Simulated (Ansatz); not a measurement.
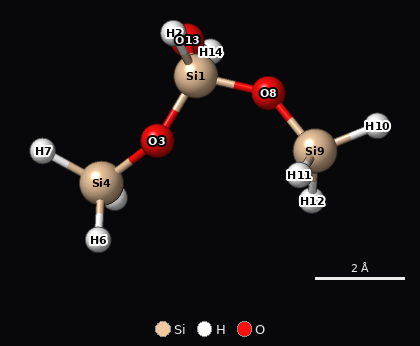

*The structure as given in the input (ball-and-stick view, seen at a tilt; atoms are numbered from 1 in the order of the input).*

Bond lengths as drawn: H–O 0.98 Å, H–Si 1.50 to 1.52 Å and O–Si 1.70 to 1.73 Å.

Si$_{3}$H$_{8}$O$_{3}$: molecular dynamics (part 1 of 3)

The run: molecular dynamics of Si$_{3}$H$_{8}$O$_{3}$. Method and program: RKS PBE/6-31G (Ansatz 0.2.0).

It belongs to a series of runs on one base structure; here: dynamics from the start. Figures and captions count atoms from 1; the log counts them from 0 in places.

Input
```yaml
crystal:
  periodic: [false, false, false]
  atoms:
    - { symbol: Si, position_ang: [-0.27605, -0.313555, 0.689476] }
    - { symbol: H, position_ang: [0.153423, 0.330382, 1.969163] }
    - { symbol: O, position_ang: [0.971289, -0.255825, -0.470772] }
    - { symbol: Si, position_ang: [2.265576, -1.095174, -1.246398] }
    - { symbol: H, position_ang: [1.748331, -2.317908, -1.981187] }
    - { symbol: H, position_ang: [2.889613, -0.140327, -2.236746] }
    - { symbol: H, position_ang: [3.305865, -1.534567, -0.234309] }
    - { symbol: O, position_ang: [-1.624294, 0.472397, 0.010369] }
    - { symbol: Si, position_ang: [-2.123763, 1.415945, -1.35346] }
    - { symbol: H, position_ang: [-3.583277, 1.744822, -1.144144] }
    - { symbol: H, position_ang: [-1.315332, 2.694631, -1.451408] }
    - { symbol: H, position_ang: [-1.961387, 0.631601, -2.64204] }
    - { symbol: O, position_ang: [-0.675108, -1.935843, 1.118243] }
    - { symbol: H, position_ang: [-1.269187, -2.481979, 0.560511] }
basis:
  gaussian: { orbitals: "6-31G" }
hamiltonian:
  xc: pbe
md:
  timestep: 0.5
  n_steps: 300
  ensemble: nvt_nose_hoover
  temperature: 500.0
  initial_velocities: maxwell_boltzmann
  seed: 969620
  nose_hoover: { tau: 20.0, chain_length: 1 }
```

Machine: 1 thread of Arm Neoverse V2, 24 GiB of memory available, shared host.

Launch command:
```bash
ansatz run input.yaml --threads 1 --pin off --max-ram 2048MiB --backend cpu --events-out ev --progress --plain --runs-dir out
```

What the program printed
```
Engine: ansatz 0.2.0, aarch64-unknown-linux-gnu
Functional definition: PBE
  parameter kappa = 0.804
  parameter beta = 0.06672455060314922
  exchange = pbe_x(kappa = kappa, mu = beta*pi^2/3)
  correlation = pbe_c(beta = beta)
983 factors; integrals over basis functions are off by at most 1.7e-4 eV
mean field evaluation 1: about -29868.0099 eV, gradient 9.2e1 eV
mean field evaluation 2: about -29780.5072 eV, gradient 2.2e2 eV
mean field evaluation 4: about -29882.0007 eV, gradient 2.4e1 eV
mean field evaluation 8: about -29883.1112 eV, gradient 5.2e-1 eV
mean field evaluation 16: about -29883.1117 eV, gradient 1.4e-5 eV
mean field -29883.11170147 eV, -1098.1840995283 hartree, gradient 1.6e-5 eV, S^2 0.000000; 0 other end points of the search recorded, 0 dependent functions left out
the calculation of the forces begins
reference -29883.11175303 eV, -1098.1841014232 hartree; 37, 37 occupied and 45, 45 virtual orbitals, 983 factors
md step     0: t =     0.00 fs  T =   500.0 K  F+E_penalty+E_count = -29883.11170147 eV  E_kin = 0.775560 eV  conserved = -29882.33614147 eV  (26 SCF iters)
these checks for a lower state are left out or cut short: starts, cluster_reference, orbital_swaps, neighbouring_geometries, increment
983 factors; integrals over basis functions are off by at most 1.7e-4 eV
mean field -29883.10305684 eV, -1098.1837818441 hartree, gradient 2.1e-5 eV, S^2 0.000000; 0 other end points of the search recorded, 0 dependent functions left out
the calculation of the forces begins
reference -29883.10310844 eV, -1098.1837837402 hartree; 37, 37 occupied and 45, 45 virtual orbitals, 983 factors
md step     1: t =     0.50 fs  T =   494.5 K  F+E_penalty+E_count = -29883.10305684 eV  E_kin = 0.766983 eV  conserved = -29882.33607541 eV  (28 SCF iters)
[... from here on the SCF iterations and repeated set-up lines of each step are left out, up to the last step ...]
md step     2: t =     1.00 fs  T =   478.6 K  F+E_penalty+E_count = -29883.07830887 eV  E_kin = 0.742432 eV  conserved = -29882.33589206 eV  (29 SCF iters)
md step     3: t =     1.50 fs  T =   454.4 K  F+E_penalty+E_count = -29883.04036203 eV  E_kin = 0.704811 eV  conserved = -29882.33562062 eV  (29 SCF iters)
md step     4: t =     2.00 fs  T =   424.5 K  F+E_penalty+E_count = -29882.99351281 eV  E_kin = 0.658408 eV  conserved = -29882.33530319 eV  (30 SCF iters)
md step     5: t =     2.50 fs  T =   392.1 K  F+E_penalty+E_count = -29882.94280314 eV  E_kin = 0.608257 eV  conserved = -29882.33498361 eV  (30 SCF iters)
md step     6: t =     3.00 fs  T =   360.6 K  F+E_penalty+E_count = -29882.89329594 eV  E_kin = 0.559401 eV  conserved = -29882.33470937 eV  (23 SCF iters)
md step     7: t =     3.50 fs  T =   332.8 K  F+E_penalty+E_count = -29882.84934548 eV  E_kin = 0.516177 eV  conserved = -29882.33451735 eV  (23 SCF iters)
md step     8: t =     4.00 fs  T =   310.5 K  F+E_penalty+E_count = -29882.81400846 eV  E_kin = 0.481631 eV  conserved = -29882.33442959 eV  (23 SCF iters)
md step     9: t =     4.50 fs  T =   294.7 K  F+E_penalty+E_count = -29882.78869359 eV  E_kin = 0.457180 eV  conserved = -29882.33444884 eV  (23 SCF iters)
md step    10: t =     5.00 fs  T =   285.3 K  F+E_penalty+E_count = -29882.77311403 eV  E_kin = 0.442566 eV  conserved = -29882.33455966 eV  (23 SCF iters)
md step    11: t =     5.50 fs  T =   281.1 K  F+E_penalty+E_count = -29882.76552629 eV  E_kin = 0.436093 eV  conserved = -29882.33473263 eV  (23 SCF iters)
md step    12: t =     6.00 fs  T =   280.5 K  F+E_penalty+E_count = -29882.76317596 eV  E_kin = 0.435056 eV  conserved = -29882.33493402 eV  (23 SCF iters)
md step    13: t =     6.50 fs  T =   281.3 K  F+E_penalty+E_count = -29882.76282601 eV  E_kin = 0.436261 eV  conserved = -29882.33513256 eV  (30 SCF iters)
md step    14: t =     7.00 fs  T =   281.4 K  F+E_penalty+E_count = -29882.76126208 eV  E_kin = 0.436523 eV  conserved = -29882.33530183 eV  (30 SCF iters)
md step    15: t =     7.50 fs  T =   279.2 K  F+E_penalty+E_count = -29882.75571721 eV  E_kin = 0.433083 eV  conserved = -29882.33542302 eV  (30 SCF iters)
md step    16: t =     8.00 fs  T =   273.3 K  F+E_penalty+E_count = -29882.74419534 eV  E_kin = 0.423932 eV  conserved = -29882.33548150 eV  (30 SCF iters)
md step    17: t =     8.50 fs  T =   263.1 K  F+E_penalty+E_count = -29882.72571817 eV  E_kin = 0.408066 eV  conserved = -29882.33546583 eV  (30 SCF iters)
md step    18: t =     9.00 fs  T =   248.6 K  F+E_penalty+E_count = -29882.70051216 eV  E_kin = 0.385667 eV  conserved = -29882.33536891 eV  (30 SCF iters)
md step    19: t =     9.50 fs  T =   231.0 K  F+E_penalty+E_count = -29882.67012444 eV  E_kin = 0.358233 eV  conserved = -29882.33518943 eV  (27 SCF iters)
md step    20: t =    10.00 fs  T =   211.8 K  F+E_penalty+E_count = -29882.63742527 eV  E_kin = 0.328576 eV  conserved = -29882.33493923 eV  (30 SCF iters)
md step    21: t =    10.50 fs  T =   193.8 K  F+E_penalty+E_count = -29882.60641214 eV  E_kin = 0.300640 eV  conserved = -29882.33464615 eV  (23 SCF iters)
md step    22: t =    11.00 fs  T =   179.9 K  F+E_penalty+E_count = -29882.58175312 eV  E_kin = 0.279057 eV  conserved = -29882.33435664 eV  (23 SCF iters)
md step    23: t =    11.50 fs  T =   173.1 K  F+E_penalty+E_count = -29882.56805376 eV  E_kin = 0.268437 eV  conserved = -29882.33412878 eV  (23 SCF iters)
md step    24: t =    12.00 fs  T =   175.7 K  F+E_penalty+E_count = -29882.56894825 eV  E_kin = 0.272479 eV  conserved = -29882.33401904 eV  (23 SCF iters)
md step    25: t =    12.50 fs  T =   189.0 K  F+E_penalty+E_count = -29882.58621976 eV  E_kin = 0.293111 eV  conserved = -29882.33406516 eV  (23 SCF iters)
md step    26: t =    13.00 fs  T =   212.7 K  F+E_penalty+E_count = -29882.61920773 eV  E_kin = 0.329887 eV  conserved = -29882.33427144 eV  (23 SCF iters)
md step    27: t =    13.50 fs  T =   244.9 K  F+E_penalty+E_count = -29882.66471333 eV  E_kin = 0.379864 eV  conserved = -29882.33460491 eV  (23 SCF iters)
md step    28: t =    14.00 fs  T =   282.4 K  F+E_penalty+E_count = -29882.71746834 eV  E_kin = 0.438015 eV  conserved = -29882.33500526 eV  (23 SCF iters)
md step    29: t =    14.50 fs  T =   321.1 K  F+E_penalty+E_count = -29882.77105020 eV  E_kin = 0.498090 eV  conserved = -29882.33539945 eV  (30 SCF iters)
md step    30: t =    15.00 fs  T =   357.0 K  F+E_penalty+E_count = -29882.81900929 eV  E_kin = 0.553703 eV  conserved = -29882.33571859 eV  (30 SCF iters)
md step    31: t =    15.50 fs  T =   386.4 K  F+E_penalty+E_count = -29882.85594344 eV  E_kin = 0.599390 eV  conserved = -29882.33591370 eV  (30 SCF iters)
md step    32: t =    16.00 fs  T =   407.1 K  F+E_penalty+E_count = -29882.87830261 eV  E_kin = 0.631429 eV  conserved = -29882.33596109 eV  (30 SCF iters)
md step    33: t =    16.50 fs  T =   418.0 K  F+E_penalty+E_count = -29882.88481651 eV  E_kin = 0.648307 eV  conserved = -29882.33586134 eV  (30 SCF iters)
md step    34: t =    17.00 fs  T =   419.6 K  F+E_penalty+E_count = -29882.87652927 eV  E_kin = 0.650797 eV  conserved = -29882.33563833 eV  (30 SCF iters)
md step    35: t =    17.50 fs  T =   413.7 K  F+E_penalty+E_count = -29882.85647390 eV  E_kin = 0.641680 eV  conserved = -29882.33533289 eV  (30 SCF iters)
md step    36: t =    18.00 fs  T =   403.0 K  F+E_penalty+E_count = -29882.82906422 eV  E_kin = 0.625166 eV  conserved = -29882.33499637 eV  (30 SCF iters)
md step    37: t =    18.50 fs  T =   390.8 K  F+E_penalty+E_count = -29882.79930080 eV  E_kin = 0.606128 eV  conserved = -29882.33468265 eV  (30 SCF iters)
md step    38: t =    19.00 fs  T =   379.9 K  F+E_penalty+E_count = -29882.77191733 eV  E_kin = 0.589257 eV  conserved = -29882.33444177 eV  (23 SCF iters)
md step    39: t =    19.50 fs  T =   372.8 K  F+E_penalty+E_count = -29882.75060301 eV  E_kin = 0.578286 eV  conserved = -29882.33430521 eV  (23 SCF iters)
md step    40: t =    20.00 fs  T =   371.0 K  F+E_penalty+E_count = -29882.73746603 eV  E_kin = 0.575438 eV  conserved = -29882.33428439 eV  (27 SCF iters)
md step    41: t =    20.50 fs  T =   374.7 K  F+E_penalty+E_count = -29882.73282193 eV  E_kin = 0.581191 eV  conserved = -29882.33436750 eV  (23 SCF iters)
md step    42: t =    21.00 fs  T =   383.2 K  F+E_penalty+E_count = -29882.73533350 eV  E_kin = 0.594379 eV  conserved = -29882.33452537 eV  (23 SCF iters)
md step    43: t =    21.50 fs  T =   394.9 K  F+E_penalty+E_count = -29882.74242205 eV  E_kin = 0.612571 eV  conserved = -29882.33472180 eV  (23 SCF iters)
md step    44: t =    22.00 fs  T =   407.8 K  F+E_penalty+E_count = -29882.75080918 eV  E_kin = 0.632577 eV  conserved = -29882.33492347 eV  (30 SCF iters)
md step    45: t =    22.50 fs  T =   419.7 K  F+E_penalty+E_count = -29882.75704561 eV  E_kin = 0.650965 eV  conserved = -29882.33510445 eV  (30 SCF iters)
md step    46: t =    23.00 fs  T =   428.4 K  F+E_penalty+E_count = -29882.75793785 eV  E_kin = 0.664488 eV  conserved = -29882.33524641 eV  (30 SCF iters)
md step    47: t =    23.50 fs  T =   432.2 K  F+E_penalty+E_count = -29882.75085695 eV  E_kin = 0.670397 eV  conserved = -29882.33533868 eV  (29 SCF iters)
md step    48: t =    24.00 fs  T =   429.8 K  F+E_penalty+E_count = -29882.73395679 eV  E_kin = 0.666683 eV  conserved = -29882.33537038 eV  (29 SCF iters)
md step    49: t =    24.50 fs  T =   420.5 K  F+E_penalty+E_count = -29882.70637268 eV  E_kin = 0.652296 eV  conserved = -29882.33532926 eV  (29 SCF iters)
md step    50: t =    25.00 fs  T =   404.5 K  F+E_penalty+E_count = -29882.66843021 eV  E_kin = 0.627372 eV  conserved = -29882.33520393 eV  (29 SCF iters)
md step    51: t =    25.50 fs  T =   382.6 K  F+E_penalty+E_count = -29882.62184199 eV  E_kin = 0.593449 eV  conserved = -29882.33498619 eV  (30 SCF iters)
md step    52: t =    26.00 fs  T =   356.9 K  F+E_penalty+E_count = -29882.56981978 eV  E_kin = 0.553593 eV  conserved = -29882.33468324 eV  (30 SCF iters)
md step    53: t =    26.50 fs  T =   330.3 K  F+E_penalty+E_count = -29882.51695990 eV  E_kin = 0.512308 eV  conserved = -29882.33432374 eV  (23 SCF iters)
md step    54: t =    27.00 fs  T =   306.3 K  F+E_penalty+E_count = -29882.46878964 eV  E_kin = 0.475098 eV  conserved = -29882.33396059 eV  (23 SCF iters)
md step    55: t =    27.50 fs  T =   288.6 K  F+E_penalty+E_count = -29882.43093803 eV  E_kin = 0.447669 eV  conserved = -29882.33366471 eV  (23 SCF iters)
md step    56: t =    28.00 fs  T =   280.3 K  F+E_penalty+E_count = -29882.40803965 eV  E_kin = 0.434846 eV  conserved = -29882.33350599 eV  (23 SCF iters)
md step    57: t =    28.50 fs  T =   283.3 K  F+E_penalty+E_count = -29882.40264002 eV  E_kin = 0.439485 eV  conserved = -29882.33352992 eV  (23 SCF iters)
md step    58: t =    29.00 fs  T =   297.7 K  F+E_penalty+E_count = -29882.41444583 eV  E_kin = 0.461693 eV  conserved = -29882.33374254 eV  (23 SCF iters)
md step    59: t =    29.50 fs  T =   321.5 K  F+E_penalty+E_count = -29882.44018736 eV  E_kin = 0.498626 eV  conserved = -29882.33410256 eV  (23 SCF iters)
md step    60: t =    30.00 fs  T =   351.3 K  F+E_penalty+E_count = -29882.47419044 eV  E_kin = 0.544984 eV  conserved = -29882.33453327 eV  (30 SCF iters)
md step    61: t =    30.50 fs  T =   383.0 K  F+E_penalty+E_count = -29882.50950889 eV  E_kin = 0.594059 eV  conserved = -29882.33494326 eV  (27 SCF iters)
md step    62: t =    31.00 fs  T =   412.0 K  F+E_penalty+E_count = -29882.53931279 eV  E_kin = 0.639070 eV  conserved = -29882.33525254 eV  (30 SCF iters)
md step    63: t =    31.50 fs  T =   434.8 K  F+E_penalty+E_count = -29882.55817177 eV  E_kin = 0.674451 eV  conserved = -29882.33540495 eV  (30 SCF iters)
md step    64: t =    32.00 fs  T =   449.2 K  F+E_penalty+E_count = -29882.56297859 eV  E_kin = 0.696805 eV  conserved = -29882.33537957 eV  (30 SCF iters)
md step    65: t =    32.50 fs  T =   454.8 K  F+E_penalty+E_count = -29882.55336543 eV  E_kin = 0.705394 eV  conserved = -29882.33518719 eV  (30 SCF iters)
md step    66: t =    33.00 fs  T =   452.7 K  F+E_penalty+E_count = -29882.53161897 eV  E_kin = 0.702129 eV  conserved = -29882.33486538 eV  (30 SCF iters)
md step    67: t =    33.50 fs  T =   445.6 K  F+E_penalty+E_count = -29882.50216662 eV  E_kin = 0.691133 eV  conserved = -29882.33446907 eV  (29 SCF iters)
md step    68: t =    34.00 fs  T =   437.1 K  F+E_penalty+E_count = -29882.47075222 eV  E_kin = 0.677964 eV  conserved = -29882.33406366 eV  (30 SCF iters)
md step    69: t =    34.50 fs  T =   431.1 K  F+E_penalty+E_count = -29882.44342597 eV  E_kin = 0.668636 eV  conserved = -29882.33371673 eV  (30 SCF iters)
md step    70: t =    35.00 fs  T =   431.0 K  F+E_penalty+E_count = -29882.42549142 eV  E_kin = 0.668578 eV  conserved = -29882.33348215 eV  (23 SCF iters)
md step    71: t =    35.50 fs  T =   439.5 K  F+E_penalty+E_count = -29882.42060311 eV  E_kin = 0.681706 eV  conserved = -29882.33339418 eV  (24 SCF iters)
md step    72: t =    36.00 fs  T =   457.6 K  F+E_penalty+E_count = -29882.43017841 eV  E_kin = 0.709797 eV  conserved = -29882.33345680 eV  (23 SCF iters)
md step    73: t =    36.50 fs  T =   485.0 K  F+E_penalty+E_count = -29882.45326496 eV  E_kin = 0.752290 eV  conserved = -29882.33364432 eV  (23 SCF iters)
md step    74: t =    37.00 fs  T =   520.0 K  F+E_penalty+E_count = -29882.48686826 eV  E_kin = 0.806547 eV  conserved = -29882.33390893 eV  (23 SCF iters)
md step    75: t =    37.50 fs  T =   559.9 K  F+E_penalty+E_count = -29882.52661941 eV  E_kin = 0.868439 eV  conserved = -29882.33420040 eV  (30 SCF iters)
md step    76: t =    38.00 fs  T =   601.6 K  F+E_penalty+E_count = -29882.56754872 eV  E_kin = 0.933085 eV  conserved = -29882.33447505 eV  (29 SCF iters)
md step    77: t =    38.50 fs  T =   641.8 K  F+E_penalty+E_count = -29882.60477291 eV  E_kin = 0.995518 eV  conserved = -29882.33470629 eV  (30 SCF iters)
md step    78: t =    39.00 fs  T =   677.7 K  F+E_penalty+E_count = -29882.63396397 eV  E_kin = 1.051172 eV  conserved = -29882.33488058 eV  (30 SCF iters)
md step    79: t =    39.50 fs  T =   706.7 K  F+E_penalty+E_count = -29882.65161849 eV  E_kin = 1.096188 eV  conserved = -29882.33499404 eV  (30 SCF iters)
md step    80: t =    40.00 fs  T =   727.0 K  F+E_penalty+E_count = -29882.65520836 eV  E_kin = 1.127618 eV  conserved = -29882.33503794 eV  (30 SCF iters)
md step    81: t =    40.50 fs  T =   737.3 K  F+E_penalty+E_count = -29882.64335623 eV  E_kin = 1.143646 eV  conserved = -29882.33499760 eV  (27 SCF iters)
md step    82: t =    41.00 fs  T =   737.5 K  F+E_penalty+E_count = -29882.61609876 eV  E_kin = 1.143900 eV  conserved = -29882.33485280 eV  (30 SCF iters)
md step    83: t =    41.50 fs  T =   728.4 K  F+E_penalty+E_count = -29882.57521945 eV  E_kin = 1.129820 eV  conserved = -29882.33458533 eV  (30 SCF iters)
md step    84: t =    42.00 fs  T =   712.4 K  F+E_penalty+E_count = -29882.52451368 eV  E_kin = 1.104945 eV  conserved = -29882.33419774 eV  (30 SCF iters)
md step    85: t =    42.50 fs  T =   693.0 K  F+E_penalty+E_count = -29882.46974001 eV  E_kin = 1.074884 eV  conserved = -29882.33372513 eV  (30 SCF iters)
md step    86: t =    43.00 fs  T =   674.8 K  F+E_penalty+E_count = -29882.41804420 eV  E_kin = 1.046749 eV  conserved = -29882.33324375 eV  (30 SCF iters)
md step    87: t =    43.50 fs  T =   662.7 K  F+E_penalty+E_count = -29882.37676987 eV  E_kin = 1.027976 eV  conserved = -29882.33285499 eV  (30 SCF iters)
md step    88: t =    44.00 fs  T =   660.6 K  F+E_penalty+E_count = -29882.35187018 eV  E_kin = 1.024729 eV  conserved = -29882.33265809 eV  (30 SCF iters)
md step    89: t =    44.50 fs  T =   670.7 K  F+E_penalty+E_count = -29882.34637219 eV  E_kin = 1.040343 eV  conserved = -29882.33271019 eV  (30 SCF iters)
md step    90: t =    45.00 fs  T =   692.6 K  F+E_penalty+E_count = -29882.35945357 eV  E_kin = 1.074348 eV  conserved = -29882.33300168 eV  (30 SCF iters)
md step    91: t =    45.50 fs  T =   723.6 K  F+E_penalty+E_count = -29882.38650265 eV  E_kin = 1.122442 eV  conserved = -29882.33346253 eV  (30 SCF iters)
md step    92: t =    46.00 fs  T =   759.1 K  F+E_penalty+E_count = -29882.42014863 eV  E_kin = 1.177439 eV  conserved = -29882.33398155 eV  (30 SCF iters)
md step    93: t =    46.50 fs  T =   793.5 K  F+E_penalty+E_count = -29882.45193966 eV  E_kin = 1.230890 eV  conserved = -29882.33444233 eV  (30 SCF iters)
md step    94: t =    47.00 fs  T =   821.9 K  F+E_penalty+E_count = -29882.47416201 eV  E_kin = 1.274905 eV  conserved = -29882.33475127 eV  (29 SCF iters)
md step    95: t =    47.50 fs  T =   840.5 K  F+E_penalty+E_count = -29882.48135761 eV  E_kin = 1.303711 eV  conserved = -29882.33485284 eV  (29 SCF iters)
md step    96: t =    48.00 fs  T =   847.6 K  F+E_penalty+E_count = -29882.47127175 eV  E_kin = 1.314683 eV  conserved = -29882.33473380 eV  (29 SCF iters)
md step    97: t =    48.50 fs  T =   843.7 K  F+E_penalty+E_count = -29882.44514744 eV  E_kin = 1.308720 eV  conserved = -29882.33441898 eV  (29 SCF iters)
md step    98: t =    49.00 fs  T =   831.7 K  F+E_penalty+E_count = -29882.40741370 eV  E_kin = 1.289990 eV  conserved = -29882.33396249 eV  (29 SCF iters)
md step    99: t =    49.50 fs  T =   815.6 K  F+E_penalty+E_count = -29882.36486982 eV  E_kin = 1.265147 eV  conserved = -29882.33344056 eV  (29 SCF iters)
md step   100: t =    50.00 fs  T =   800.8 K  F+E_penalty+E_count = -29882.32547699 eV  E_kin = 1.242117 eV  conserved = -29882.33294523 eV  (27 SCF iters)
md step   101: t =    50.50 fs  T =   792.1 K  F+E_penalty+E_count = -29882.29689612 eV  E_kin = 1.228616 eV  conserved = -29882.33256845 eV  (29 SCF iters)
md step   102: t =    51.00 fs  T =   793.4 K  F+E_penalty+E_count = -29882.28501459 eV  E_kin = 1.230651 eV  conserved = -29882.33238257 eV  (29 SCF iters)
md step   103: t =    51.50 fs  T =   806.7 K  F+E_penalty+E_count = -29882.29279033 eV  E_kin = 1.251334 eV  conserved = -29882.33241645 eV  (29 SCF iters)
md step   104: t =    52.00 fs  T =   831.9 K  F+E_penalty+E_count = -29882.31975542 eV  E_kin = 1.290340 eV  conserved = -29882.33264608 eV  (29 SCF iters)
md step   105: t =    52.50 fs  T =   866.6 K  F+E_penalty+E_count = -29882.36233433 eV  E_kin = 1.344181 eV  conserved = -29882.33300394 eV  (29 SCF iters)
md step   106: t =    53.00 fs  T =   907.2 K  F+E_penalty+E_count = -29882.41483937 eV  E_kin = 1.407155 eV  conserved = -29882.33340582 eV  (29 SCF iters)
md step   107: t =    53.50 fs  T =   949.4 K  F+E_penalty+E_count = -29882.47075231 eV  E_kin = 1.472604 eV  conserved = -29882.33377987 eV  (30 SCF iters)
md step   108: t =    54.00 fs  T =   989.0 K  F+E_penalty+E_count = -29882.52385624 eV  E_kin = 1.534061 eV  conserved = -29882.33408670 eV  (29 SCF iters)
md step   109: t =    54.50 fs  T =  1022.5 K  F+E_penalty+E_count = -29882.56893187 eV  E_kin = 1.585990 eV  conserved = -29882.33431636 eV  (29 SCF iters)
md step   110: t =    55.00 fs  T =  1047.0 K  F+E_penalty+E_count = -29882.60200244 eV  E_kin = 1.624096 eV  conserved = -29882.33447898 eV  (28 SCF iters)
```
